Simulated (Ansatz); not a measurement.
# H2O3 (SMILES OOO): levels of theory compared

We compute a comparison of 6 runs (PBE0/STO-3G, UB3LYP/STO-3G, UPBE0/STO-3G, wB97M-V/STO-3G, CCSDTQ/STO-3G, CCSD(T)/STO-3G) of H2O3. 

The calculation is run with Ansatz 0.2.0.

27 further runs of the same task are left out: 2 that didn't finish, 25 set aside as unsound or not needed.

**1. The molecule**

The species is H2O3 (5 atoms), meant as a singlet with charge 0. As SMILES, `OOO`. The H4–O1 distance was set to 1.453 Å, away from the relaxed value. At this shape a bond of the SMILES string is far longer than usual.

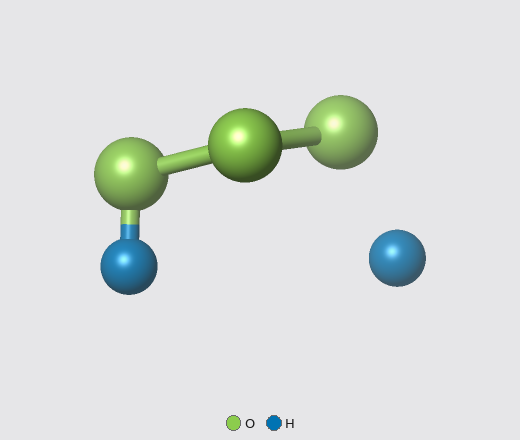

The structure, seen from a chosen angle (oxygen green, hydrogen blue).

**2. The energy at PBE0/STO-3G (run 1)**

in.yaml reads:

```yaml
crystal:
  periodic: [false, false, false]
  atoms:
    - symbol: O
      position_ang: [-0.797287, -1.064029, 0.123381]
    - symbol: O
      position_ang: [0.037383, -0.407639, 1.039751]
    - symbol: O
      position_ang: [1.344123, -0.430909, 0.530591]
    - symbol: H
      position_ang: [-1.310410, 0.028200, -0.685190]
    - symbol: H
      position_ang: [1.410313, 0.418141, 0.069521]
basis:
  gaussian:
    orbitals: STO-3G
accuracy: high
hamiltonian:
  xc: {name: PBE0}
total_charge: 0
```

Command:

```bash
ansatz run in.yaml --threads 1 --pin off --max-ram 3480MiB --events-out events.jsonl --progress --plain --runs-dir runs
```

The log of the run:

```text
Warning: RAYON_NUM_THREADS=1 ignored (pool sized by the plan → 1); use --threads N
Functional definition: PBE0
  name "PBE0"
  parameter a = 0.25
  parameter kappa = 0.804
  parameter beta = 0.06672455060314922
  exchange = (1 - a)*pbe_x(kappa = kappa, mu = beta*pi^2/3) + a*exact_x
  correlation = pbe_c(beta = beta)
296 factors; integrals over basis functions are off by at most 3.6e-8 eV
mean field evaluation 1: about -6076.5008 eV, gradient 1.4e1 eV
mean field evaluation 2: about -6076.3280 eV, gradient 1.7e1 eV
mean field evaluation 4: about -6077.1309 eV, gradient 1.6e0 eV
mean field evaluation 8: about -6077.1418 eV, gradient 5.8e-2 eV
mean field evaluation 16: about -6077.1419 eV, gradient 7.9e-8 eV
mean field -6077.14185057 eV, -223.3308437739 hartree, gradient 8.1e-8 eV, S^2 0.000000; 0 other end points of the search recorded, 0 dependent functions left out
reference -6077.14185166 eV, -223.3308438139 hartree; 13, 13 occupied and 4, 4 virtual orbitals, 296 factors
Total energy: -6077.14185166 eV, -223.3308438139 hartree
```

Wall time 0.93 s (1 thread of Arm Neoverse V1, shared host); peak memory 0.091 GiB.

**3. The energy at UB3LYP/STO-3G (run 2)**

molecule.yaml reads:

```yaml
crystal:
  periodic: [false, false, false]
  atoms:
    - {symbol: O, position_ang: [-0.797287, -1.064029, 0.123381]}
    - {symbol: O, position_ang: [0.037383, -0.407639, 1.039751]}
    - {symbol: O, position_ang: [1.344123, -0.430909, 0.530591]}
    - {symbol: H, position_ang: [-1.310410, 0.028200, -0.685190]}
    - {symbol: H, position_ang: [1.410313, 0.418141, 0.069521]}
basis:
  gaussian: {orbitals: STO-3G}
magnetization: {spin_polarized: true}
hamiltonian: {xc: {name: B3LYP}}
accuracy: high
```

Command:

```bash
ansatz run molecule.yaml --threads 1 --pin off --max-ram 3480MiB --events-out events.jsonl --progress --plain --runs-dir runs
```

The log of the run:

```text
Warning: RAYON_NUM_THREADS=1 ignored (pool sized by the plan → 1); use --threads N
Functional definition: B3LYP
  name "B3LYP"
  parameter a0 = 0.2
  parameter ax = 0.72
  parameter ac = 0.81
  exchange = (1 - a0 - ax)*slater_x + ax*b88_x + a0*exact_x
  correlation = (1 - ac)*vwn_rpa_c + ac*lyp_c
296 factors; integrals over basis functions are off by at most 3.6e-8 eV
mean field evaluation 1: about -6081.8314 eV, gradient 9.7e0 eV
mean field evaluation 2: about -6081.5983 eV, gradient 1.2e1 eV
mean field evaluation 4: about -6082.4468 eV, gradient 1.3e0 eV
mean field evaluation 8: about -6082.4436 eV, gradient 8.3e-3 eV
mean field evaluation 16: about -6082.4436 eV, gradient 6.4e-8 eV
mean field -6082.44358245 eV, -223.5256788266 hartree, gradient 6.4e-8 eV, S^2 0.000000; 1 other end points of the search recorded, 0 dependent functions left out
reference -6082.44360458 eV, -223.5256796398 hartree; 13, 13 occupied and 4, 4 virtual orbitals, 296 factors
Total energy: -6082.44360458 eV, -223.5256796398 hartree
```

Run time: 1.7 s. Hardware: 1 thread of Arm Neoverse V1, shared host; peak memory 0.12 GiB.

Runs 3 to 5 aren't shown in full; the table further down has their settings and results.

**4. The energy at CCSD(T)/STO-3G (run 6)**

in.yaml reads:

```yaml
crystal:
  periodic: [false, false, false]
  atoms:
    - {symbol: O, position_ang: [-0.797287, -1.064029, 0.123381]}
    - {symbol: O, position_ang: [0.037383, -0.407639, 1.039751]}
    - {symbol: O, position_ang: [1.344123, -0.430909, 0.530591]}
    - {symbol: H, position_ang: [-1.310410, 0.028200, -0.685190]}
    - {symbol: H, position_ang: [1.410313, 0.418141, 0.069521]}
basis:
  gaussian: {orbitals: STO-3G}
accuracy: high
scf: {omitted_lower_state_checks: [cluster_reference, increment]}
correlation: {method: ccsd_t, frozen_orbitals: {H: 0, O: 1}}
```

Command:

```bash
ansatz run in.yaml --threads 1 --pin off --max-ram 3480MiB --events-out events.jsonl --progress --plain --runs-dir runs
```

The log of the run, cut to the lines that bear on the results:

```text
Warning: RAYON_NUM_THREADS=1 ignored (pool sized by the plan → 1); use --threads N
Functional definition: HF
  name "HF"
[...]
296 factors; integrals over basis functions are off by at most 3.6e-8 eV
[...]
mean field -6053.72601493 eV, -222.4703276856 hartree, gradient 1.2e-8 eV, S^2 0.000000; 0 other end points of the search recorded, 0 dependent functions left out; unrestricted orbitals would lower it
3 core orbitals not correlated: weight in the atoms' cores, before any rotation towards them, 1.000 or more for the frozen orbitals, at most 0.000 for the correlated occupied ones
reference -6053.72601493 eV, -222.4703276856 hartree; 10, 10 occupied and 4, 4 virtual orbitals, 296 factors
second order -4.11622596 eV of doubles, -0.00000000 eV of singles
cycle   1  -5.07018415 eV  change   -9.5e-1 eV  update   1.0e-1
[...]
cycle  27  -5.74780808 eV  change   9.3e-10 eV  update  7.9e-10
perturbative correction -0.08603637 eV, -0.0031617784 hartree
Total energy: -6059.55985937 eV, -222.6847175148 hartree
Checks for a lower state left out: cluster_reference, increment
```

Wall time 0.18 s (1 thread of Arm Neoverse V1, shared host).

**5. All runs side by side**

```tsv
run	level	frozen core orbitals	energy (Eh)	wall time
1	PBE0/STO-3G	–	-223.330844	0.93 s
2	UB3LYP/STO-3G	–	-223.525680	1.7 s
3	UPBE0/STO-3G	–	-223.330844	1.6 s
4	wB97M-V/STO-3G	–	-223.537450	16 s
5	CCSDTQ/STO-3G	3	-222.686214	12 s
6	CCSD(T)/STO-3G	3	-222.684718	0.18 s
```

**6. What came out**

| quantity | value |
| --- | --- |
| run 6: total energy | -222.68472 Eh |
| run 6: correlation energy (3 core orbitals frozen) | -214.4 mEh |
| run 6: (T) correction | -3.16 mEh |
| run 6: T1 diagnostic | 0.017 |

Totals of different functionals can't be ranked against each other. In runs 5, 6 the log says that unrestricted orbitals would lower the reference, so the values rest on an unstable closed-shell determinant (other closed-shell runs at this shape may share the fault). In runs 1, 2, 3, 4, 5, 6 the basis is minimal, so the values are rough. All runs together took 32 s, the longest 16 s.
